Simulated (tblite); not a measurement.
Geometry relaxation, with input and output: C$_{5}$H$_{15}$PSi (part 1 of 4)

- system: C$_{5}$H$_{15}$PSi, SMILES C[SiH2]P(C)C(C)C
- method: GFN2-xTB geometry optimisation, gas phase (tblite 0.8.0)

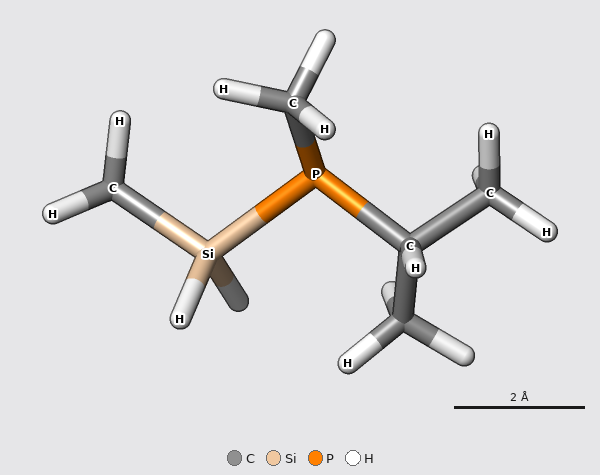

Fig. 1: The input geometry (stick view, seen at a tilt). Bond lengths as drawn: C–C 1.51 to 1.52 Å, C–H 1.09 to 1.12 Å, C–P 1.84 to 1.86 Å, C–Si 1.87 Å, H–Si 1.46 to 1.49 Å and P–Si 2.17 Å.

**Input**
```
{"job": {"kind": "relax", "xc": "GFN2-xTB", "basis": "xTB"}, "charge": 0, "multiplicity": 1}
C      3.234700    -0.612900     0.557500
Si     1.654100    -0.713100    -0.437000
P      0.024500     0.421900     0.449100
C      0.345100     2.225900     0.648500
C     -1.519100     0.084100    -0.525700
C     -2.672400     0.193200     0.460100
C     -1.408300    -1.339200    -1.015800
H      3.158900     0.223200     1.281600
H      3.402500    -1.586000     1.063400
H      4.093900    -0.399700    -0.089400
H      1.941200    -0.381200    -1.825300
H      1.234000    -2.141400    -0.422300
H     -0.243800     2.772300    -0.095000
H     -0.069100     2.526600     1.641500
H      1.411900     2.489500     0.672600
H     -1.710800     0.812000    -1.323100
H     -2.463800    -0.601800     1.219600
H     -2.648100     1.195200     0.939100
H     -3.612000     0.046500    -0.077400
H     -0.635000    -1.481600    -1.784700
H     -1.138700    -2.000000    -0.155100
H     -2.390100    -1.714100    -1.374900
```

The first line tells a small driver script what to run in tblite; the rest is the geometry in Å.

Hardware: 1 CPU thread, shared host.

Launch command:
```bash
OMP_NUM_THREADS=1 python <driver script> task.json out
```

**What the program printed**
```
step      E/eV     max force
  0    -613.95602    1.962
  1    -614.11948    1.527
  2    -614.24740    0.765
  3    -614.30798    0.557
  4    -614.35755    0.556
  5    -614.37974    0.545
  6    -614.40976    0.469
  7    -614.43738    0.373
  8    -614.46874    0.427
  9    -614.49659    0.367
 10    -614.52025    0.344
 11    -614.54132    0.373
 12    -614.56204    0.396
 13    -614.58009    0.373
 14    -614.59499    0.291
 15    -614.60762    0.279
 16    -614.62017    0.347
 17    -614.63227    0.324
 18    -614.64123    0.246
 19    -614.64723    0.161
 20    -614.65236    0.167
 21    -614.65841    0.184
 22    -614.66520    0.213
 23    -614.67107    0.195
 24    -614.67555    0.146
 25    -614.67975    0.168
 26    -614.68453    0.206
 27    -614.69010    0.215
 28    -614.69559    0.185
 29    -614.69987    0.144
 30    -614.70315    0.154
 31    -614.70622    0.158
 32    -614.70920    0.139
 33    -614.71195    0.111
 34    -614.71439    0.125
 35    -614.71668    0.156
 36    -614.71933    0.170
 37    -614.72269    0.183
 38    -614.72640    0.207
 39    -614.72989    0.198
 40    -614.73288    0.156
 41    -614.73526    0.110
 42    -614.73764    0.131
 43    -614.74051    0.165
 44    -614.74344    0.148
 45    -614.74600    0.109
 46    -614.74779    0.110
 47    -614.74960    0.158
 48    -614.75123    0.129
 49    -614.75403    0.112
 50    -614.75523    0.116
 51    -614.75825    0.136
 52    -614.76037    0.129
 53    -614.76243    0.094
 54    -614.76385    0.077
 55    -614.76515    0.088
 56    -614.76624    0.099
 57    -614.76736    0.086
 58    -614.76852    0.082
 59    -614.76998    0.085
 60    -614.77118    0.084
 61    -614.77220    0.068
 62    -614.77291    0.084
 63    -614.77365    0.093
 64    -614.77444    0.080
 65    -614.77535    0.061
 66    -614.77612    0.051
 67    -614.77682    0.073
 68    -614.77765    0.088
 69    -614.77860    0.076
 70    -614.77941    0.063
 71    -614.78005    0.052
 72    -614.78069    0.054
 73    -614.78142    0.066
 74    -614.78210    0.053
 75    -614.78261    0.046
 76    -614.78301    0.039
 77    -614.78340    0.052
 78    -614.78380    0.051
 79    -614.78416    0.042
 80    -614.78449    0.046
 81    -614.78493    0.069
 82    -614.78556    0.092
 83    -614.78641    0.087
 84    -614.78725    0.054
 85    -614.78803    0.067
 86    -614.78882    0.074
 87    -614.78987    0.095
 88    -614.79069    0.075
 89    -614.79136    0.053
 90    -614.79199    0.075
 91    -614.79286    0.111
 92    -614.79373    0.087
 93    -614.79440    0.055
 94    -614.79475    0.045
 95    -614.79515    0.070
 96    -614.79563    0.088
 97    -614.79627    0.080
 98    -614.79679    0.048
 99    -614.79723    0.046
100    -614.79765    0.051
101    -614.79820    0.066
102    -614.79875    0.054
103    -614.79917    0.050
104    -614.79952    0.049
105    -614.79994    0.055
106    -614.80055    0.068
107    -614.80126    0.063
108    -614.80159    0.107
109    -614.80230    0.060
110    -614.80263    0.036
111    -614.80305    0.035
112    -614.80340    0.039
113    -614.80380    0.046
114    -614.80411    0.042
115    -614.80441    0.038
116    -614.80476    0.045
117    -614.80516    0.046
118    -614.80554    0.038
119    -614.80586    0.038
120    -614.80619    0.041
121    -614.80668    0.050
122    -614.80730    0.059
123    -614.80788    0.046
124    -614.80826    0.039
125    -614.80852    0.035
126    -614.80878    0.039
127    -614.80905    0.044
128    -614.80935    0.041
129    -614.80963    0.049
130    -614.80991    0.042
131    -614.81018    0.038
132    -614.81055    0.041
133    -614.81088    0.052
134    -614.81114    0.045
135    -614.81133    0.031
136    -614.81152    0.046
137    -614.81174    0.047
138    -614.81208    0.041
139    -614.81225    0.031
140    -614.81244    0.030
141    -614.81256    0.038
142    -614.81268    0.026
143    -614.81284    0.021
144    -614.81295    0.022
145    -614.81310    0.019
146    -614.81319    0.018
147    -614.81326    0.017
148    -614.81331    0.014
149    -614.81335    0.011
150    -614.81339    0.012
151    -614.81344    0.018
152    -614.81349    0.019
153    -614.81353    0.014
154    -614.81356    0.011
155    -614.81359    0.013
156    -614.81362    0.013
157    -614.81365    0.010
158    -614.81368    0.010
159    -614.81371    0.014
160    -614.81375    0.016
161    -614.81382    0.017
162    -614.81390    0.018
163    -614.81399    0.021
164    -614.81409    0.025
165    -614.81417    0.025
166    -614.81426    0.019
167    -614.81434    0.021
168    -614.81443    0.032
169    -614.81455    0.039
170    -614.81467    0.037
171    -614.81478    0.035
172    -614.81488    0.028
173    -614.81500    0.031
174    -614.81513    0.027
175    -614.81526    0.024
176    -614.81537    0.021
177    -614.81548    0.026
178    -614.81560    0.030
179    -614.81573    0.027
180    -614.81584    0.020
181    -614.81592    0.019
182    -614.81597    0.016
183    -614.81601    0.013
184    -614.81603    0.009
```

**Trajectory as extended XYZ (Å, eV, eV/Å), 37 of the 185 frames kept, from step=0 to step=184**
```
22
Properties=species:S:1:pos:R:3:forces:R:3 step=0 energy=-613.95602
C     3.2347   -0.6129    0.5575    0.4900   0.2280   0.5920
Si    1.6541   -0.7131   -0.4370   -0.0710  -0.5080  -0.9690
P     0.0245    0.4219    0.4491    0.0420  -0.6450   1.8520
C     0.3451    2.2259    0.6485   -0.5470   0.6220   0.3460
C    -1.5191    0.0841   -0.5257    0.0330   0.5640  -0.2640
C    -2.6724    0.1932    0.4601    0.4300  -0.0690   0.5890
C    -1.4083   -1.3392   -1.0158   -0.2930  -1.0770   0.0800
H     3.1589    0.2232    1.2816    0.2350  -0.7550  -0.1820
H     3.4025   -1.5860    1.0634    0.0500   0.9340  -0.1280
H     4.0939   -0.3997   -0.0894   -0.2700  -0.1690   0.2910
H     1.9412   -0.3812   -1.8253    0.1730   0.0130  -0.4160
H     1.2340   -2.1414   -0.4223    0.1130   0.3320   0.0600
H    -0.2438    2.7723   -0.0950    0.4780   0.1320  -0.0880
H    -0.0691    2.5266    1.6415    0.2420  -0.2780  -0.5590
H     1.4119    2.4895    0.6726   -0.4440  -0.2070  -0.3690
H    -1.7108    0.8120   -1.3231    0.3120  -0.1220  -0.2570
H    -2.4638   -0.6018    1.2196   -0.7120   0.7780  -0.3990
H    -2.6481    1.1952    0.9391   -0.2280  -0.6980  -0.1680
H    -3.6120    0.0465   -0.0774    0.0300  -0.0570   0.4230
H    -0.6350   -1.4816   -1.7847   -0.4910   0.1560   0.1680
H    -1.1387   -2.0000   -0.1551   -0.1430   0.5120  -0.5750
H    -2.3901   -1.7141   -1.3749    0.5710   0.3160  -0.0270
22
Properties=species:S:1:pos:R:3:forces:R:3 step=5 energy=-614.37974
C     3.2325   -0.5966    0.5516    0.1550   0.0410   0.1320
Si    1.6581   -0.7164   -0.4945   -0.1200   0.1750   0.0200
P     0.0255    0.3584    0.6184   -0.0150   0.0080  -0.2940
C     0.3091    2.2163    0.6502   -0.0470  -0.1100   0.0500
C    -1.4876    0.0898   -0.5101    0.0110  -0.0200   0.2230
C    -2.6589    0.1978    0.4531   -0.1630   0.0350   0.2360
C    -1.4216   -1.3439   -1.0136    0.0040  -0.1490  -0.0160
H     3.1817    0.1855    1.3027   -0.0130   0.0670  -0.0340
H     3.4190   -1.5262    1.0790   -0.0300  -0.0210  -0.0090
H     4.0971   -0.4087   -0.0726    0.0690   0.0600  -0.0130
H     1.9641   -0.3757   -1.8937   -0.0150   0.0060  -0.0070
H     1.2450   -2.1286   -0.4208    0.0780   0.0540  -0.0820
H    -0.2031    2.7880   -0.1252   -0.0010  -0.2830  -0.0220
H    -0.0680    2.5274    1.6281   -0.0270   0.1230  -0.1320
H     1.3702    2.4619    0.6256   -0.0090  -0.1970  -0.0700
H    -1.6460    0.7957   -1.3433    0.4710  -0.0690   0.2660
H    -2.5365   -0.5600    1.2239   -0.0870  -0.0250   0.0810
H    -2.6740    1.1656    0.9446   -0.0420   0.1570   0.0090
H    -3.6155    0.0387   -0.0319   -0.1230   0.0050  -0.1600
H    -0.6762   -1.4710   -1.7913    0.0100   0.0460  -0.1160
H    -1.1455   -1.9844   -0.1752   -0.0630  -0.0710  -0.0680
H    -2.3798   -1.6942   -1.3978   -0.0450   0.1700   0.0070
22
Properties=species:S:1:pos:R:3:forces:R:3 step=10 energy=-614.52025
C     3.2519   -0.5698    0.5575   -0.1090   0.0350  -0.1140
Si    1.6702   -0.6692   -0.5125    0.1560  -0.0280   0.1390
P     0.0322    0.3123    0.6633    0.1150  -0.1050   0.2770
C     0.2855    2.1636    0.6450    0.0870  -0.1440  -0.1550
C    -1.4766    0.0548   -0.4272    0.2040   0.0210  -0.0090
C    -2.7008    0.2128    0.4852    0.1540  -0.0130  -0.2400
C    -1.4321   -1.3533   -1.0143   -0.0760   0.1760   0.0610
H     3.1950    0.2059    1.3117    0.0050   0.1360  -0.0080
H     3.4175   -1.5034    1.0843   -0.0360  -0.0280  -0.0540
H     4.1239   -0.3881   -0.0600    0.0360   0.0520   0.0230
H     1.9696   -0.3643   -1.9284   -0.0260   0.1000   0.1250
H     1.2850   -2.0867   -0.4576    0.0170  -0.0280  -0.0790
H    -0.1979    2.6838   -0.1745   -0.1730  -0.1280  -0.1910
H    -0.0847    2.5726    1.5829   -0.0150  -0.0270   0.0210
H     1.3503    2.3607    0.5775    0.1470  -0.0050   0.1050
H    -1.4380    0.7783   -1.2488   -0.2860   0.1610   0.1020
H    -2.6249   -0.5394    1.2700   -0.0610   0.0740   0.0310
H    -2.7157    1.1991    0.9505   -0.0360  -0.0730  -0.0710
H    -3.6377    0.0486   -0.0510    0.1160   0.1070  -0.0280
H    -0.7071   -1.4431   -1.8233   -0.0260   0.0480   0.1520
H    -1.1704   -2.0346   -0.2116   -0.0300  -0.2680  -0.0790
H    -2.4053   -1.6213   -1.4116   -0.1620  -0.0620  -0.0060
22
Properties=species:S:1:pos:R:3:forces:R:3 step=15 energy=-614.60762
C     3.2662   -0.5384    0.5577    0.0300   0.0290   0.0100
Si    1.6891   -0.6539   -0.4918   -0.0630  -0.1480  -0.0740
P     0.0625    0.2639    0.7439   -0.1010  -0.0140   0.0080
C     0.2940    2.1093    0.6171    0.0280   0.0070   0.0860
C    -1.4340    0.0389   -0.3688   -0.2670  -0.0580  -0.0110
C    -2.6929    0.2219    0.4797   -0.0830   0.0530   0.1640
C    -1.4587   -1.3503   -1.0013    0.0360  -0.0780  -0.0490
H     3.2029    0.2498    1.3040    0.0380  -0.0640   0.0020
H     3.4051   -1.4873    1.0691    0.0730   0.1410   0.0600
H     4.1488   -0.3594   -0.0468   -0.0120   0.0040   0.0020
H     1.9620   -0.3170   -1.9023   -0.0320   0.1630   0.0750
H     1.3164   -2.0772   -0.5070    0.0440  -0.0270  -0.0310
H    -0.2237    2.5540   -0.2376    0.2150  -0.1700   0.0530
H    -0.0894    2.5778    1.5281   -0.0030  -0.0870  -0.0940
H     1.3656    2.3049    0.5754   -0.0920   0.1010  -0.0930
H    -1.3993    0.8091   -1.1546   -0.0480  -0.1370   0.0470
H    -2.6888   -0.5045    1.2916   -0.0110  -0.0250  -0.0270
H    -2.7397    1.2107    0.9288    0.1040   0.1140   0.0040
H    -3.6102    0.0825   -0.0946    0.1390  -0.0260  -0.1070
H    -0.7302   -1.4135   -1.8048   -0.0170  -0.0300  -0.0810
H    -1.2085   -2.1222   -0.2706   -0.0970   0.1350   0.0060
H    -2.4475   -1.5797   -1.4081    0.1200   0.1160   0.0510
22
Properties=species:S:1:pos:R:3:forces:R:3 step=20 energy=-614.65236
C     3.2750   -0.5120    0.5539    0.0340  -0.0260   0.0640
Si    1.6895   -0.6669   -0.4819   -0.0370   0.0560   0.0570
P     0.0606    0.2167    0.7944    0.0800  -0.0110  -0.0750
C     0.3084    2.0557    0.6118    0.0150  -0.0400  -0.0260
C    -1.4400    0.0154   -0.3228    0.1540   0.0360   0.0020
C    -2.7038    0.2377    0.4995    0.0380  -0.0360  -0.0380
C    -1.4715   -1.3496   -1.0003   -0.0500  -0.0030   0.0060
H     3.2162    0.2712    1.3026   -0.0350   0.0710  -0.0150
H     3.4233   -1.4457    1.0831    0.0810  -0.0430   0.0770
H     4.1626   -0.3368   -0.0432   -0.0350   0.0170  -0.0720
H     1.9457   -0.2330   -1.8676   -0.0590   0.1100   0.0470
H     1.3494   -2.0919   -0.5512    0.0440  -0.0790  -0.0430
H    -0.1892    2.4271   -0.2813    0.0210   0.0160  -0.0390
H    -0.1026    2.5654    1.4824   -0.0300  -0.0270  -0.0040
H     1.3674    2.2924    0.5513    0.0490  -0.0570   0.0500
H    -1.3890    0.7946   -1.0902    0.0130   0.0000  -0.1250
H    -2.7438   -0.4870    1.3097   -0.0720   0.0330   0.0350
H    -2.7290    1.2435    0.9184    0.0140  -0.0730   0.0190
H    -3.5704    0.1023   -0.1434   -0.1440   0.0430   0.0730
H    -0.7505   -1.4008   -1.8134   -0.0120  -0.0060   0.0310
H    -1.2553   -2.1508   -0.2973    0.0130   0.0370   0.0720
H    -2.4633   -1.5280   -1.4075   -0.0790  -0.0190  -0.0940
22
Properties=species:S:1:pos:R:3:forces:R:3 step=26 energy=-614.68453
C     3.2891   -0.5065    0.5730   -0.0940   0.0190  -0.0970
Si    1.6941   -0.6850   -0.4619    0.1270  -0.0370   0.0340
P     0.0675    0.1868    0.8047   -0.1770  -0.1050   0.0090
C     0.3290    2.0137    0.5958    0.0020  -0.0080  -0.0310
C    -1.4378    0.0075   -0.3181   -0.0840  -0.0270  -0.0170
C    -2.7077    0.2427    0.5016   -0.0200   0.0560  -0.0400
C    -1.4966   -1.3533   -1.0018    0.0140   0.0490   0.0160
H     3.2126    0.3096    1.2888    0.0370  -0.0540  -0.0390
H     3.4811   -1.4210    1.1290    0.0060   0.1060  -0.0290
H     4.1465   -0.3180   -0.0671   -0.0160  -0.0220   0.0780
H     1.9010   -0.1172   -1.8083   -0.0130  -0.0070   0.0410
H     1.4010   -2.1212   -0.6046    0.0500   0.0800  -0.0430
H    -0.1423    2.3565   -0.3210    0.0320   0.0800  -0.0750
H    -0.1196    2.5325    1.4392   -0.0430   0.0510   0.0480
H     1.3863    2.2587    0.5687    0.0780  -0.0610   0.0510
H    -1.3796    0.7782   -1.0992    0.0020  -0.0030   0.0570
H    -2.7945   -0.4685    1.3219    0.1020  -0.0320  -0.0700
H    -2.7069    1.2443    0.9251   -0.0040   0.0480   0.0320
H    -3.5873    0.1377   -0.1351    0.0190   0.0420   0.0370
H    -0.7651   -1.4091   -1.8048    0.0170  -0.0630   0.0270
H    -1.2948   -2.1462   -0.2857   -0.0650  -0.0560  -0.0240
H    -2.4865   -1.5030   -1.4333    0.0290  -0.0560   0.0360
22
Properties=species:S:1:pos:R:3:forces:R:3 step=31 energy=-614.70622
C     3.2922   -0.4941    0.5742    0.0580   0.0500   0.0290
Si    1.6990   -0.6938   -0.4412   -0.0910   0.0350  -0.0240
P     0.0346    0.1511    0.8133    0.0870   0.0950   0.0180
C     0.3410    1.9772    0.5795   -0.0250   0.0110   0.0630
C    -1.4561    0.0012   -0.3225   -0.0140  -0.0080  -0.0330
C    -2.7168    0.2643    0.4998    0.0070  -0.0300   0.0240
C    -1.5181   -1.3607   -1.0000   -0.0460  -0.0810   0.0030
H     3.2165    0.3354    1.2694    0.0110   0.0630   0.0360
H     3.5237   -1.3793    1.1574   -0.0910  -0.0350  -0.0190
H     4.1416   -0.3080   -0.0722    0.0510   0.0170  -0.0390
H     1.8629   -0.0327   -1.7482    0.0230  -0.0260  -0.0230
H     1.4619   -2.1246   -0.6663    0.0090   0.0100  -0.0260
H    -0.0824    2.3310   -0.3627    0.1370  -0.0460   0.0650
H    -0.1364    2.5160    1.3989    0.0030   0.0060  -0.0330
H     1.4081    2.1960    0.6099   -0.0710  -0.0680   0.0090
H    -1.3704    0.7732   -1.0956   -0.0260   0.0070  -0.0490
H    -2.7935   -0.4655    1.3037    0.0010   0.0020   0.0140
H    -2.6911    1.2599    0.9421    0.0160  -0.0360  -0.0110
H    -3.6097    0.1837   -0.1192    0.0190   0.0340  -0.0310
H    -0.7669   -1.4387   -1.7840   -0.0290  -0.0070   0.0250
H    -1.3498   -2.1629   -0.2844   -0.0080   0.0070   0.0510
H    -2.5007   -1.5093   -1.4448   -0.0200   0.0010  -0.0500
```
